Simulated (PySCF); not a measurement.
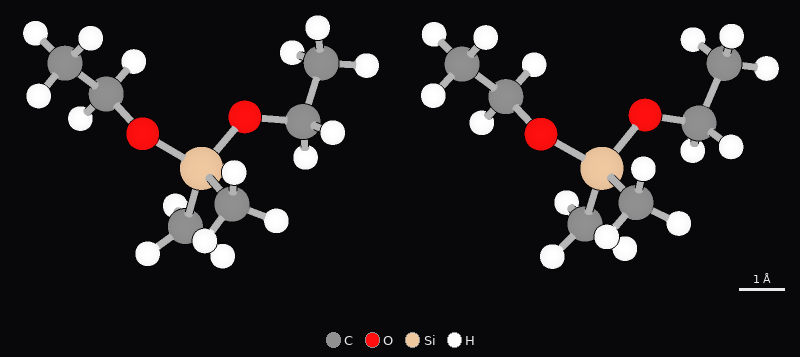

Two geometries of C₆H₁₆O₂Si, drawn at one scale. One is the start of a relaxation, the other its converged end. The picture is a ball-and-stick view, seen at a tilt.

Level of theory: PBE0-D3(BJ)/def2-SVP geometry optimisation, gas phase in PySCF 2.14.0, density-fitted response routines. 

**Which geometry has the lower energy?**

The right one is the relaxed one. The start comes from GFN2-xTB. The energy falls by 3.54 kcal/mol in 9 geometry steps. The atom that moves furthest after the best rigid fit is an H atom (0.46 Å). Largest moves by element: H 0.46 Å, C 0.16 Å, O 0.10 Å, Si 0.08 Å. Near-neighbour distances that change, for instance: C–Si 1.912 → 1.871 Å, O–Si 1.620 → 1.658 Å, C–Si 1.897 → 1.860 Å, O–Si 1.636 → 1.671 Å. Bond angles that change, for instance: Si–O–C 129.2° → 124.9°, C–O–Si 129.4° → 126.5°, C–Si–O 104.0° → 106.6°. Cost: 4.1 min on 1 thread of Intel(R) Xeon(R) Platinum 8375C CPU @ 2.90GHz, on a shared host.
